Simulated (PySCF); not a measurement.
Molecule: C2H5Cl3Si2, SMILES C=C[SiH2][Si](Cl)(Cl)Cl. Atoms near the plane z = 0.0 Å, at the GFN2-xTB optimised geometry (x, y, z in Å): C2 (1.3, -1.1, 0.2), Si3 (0.7, 0.7, 0.0), Si4 (-1.6, 0.7, 0.0), Cl6 (-2.4, 2.6, 0.0), H10 (1.1, -1.8, -0.6).

Method: B3LYP/def2-TZVP (PySCF). Cells within 0.4 Å of a nucleus heavier than hydrogen are left out (blank, or x). The values are rescaled to run from 0 to 1.

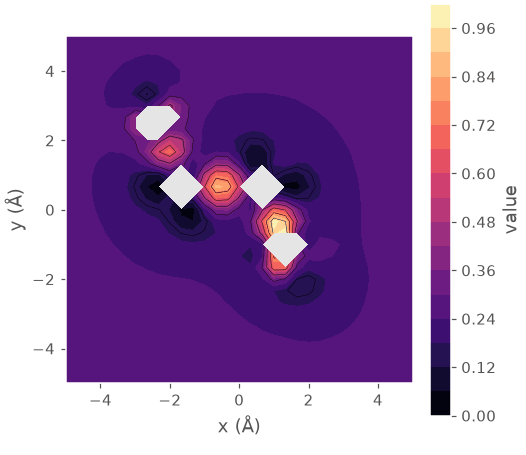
Figure. a field on the plane z = 0.0 Å.

**Question.** Which quantity is mapped?
A) electron localisation function
B) deformation density (molecule minus spherical neutral atoms)
C) electrostatic potential
D) log10 of the electron density

**Answer.** B, deformation density (molecule minus spherical neutral atoms). In full: deformation density (molecule minus spherical neutral atoms) (e/bohr³).
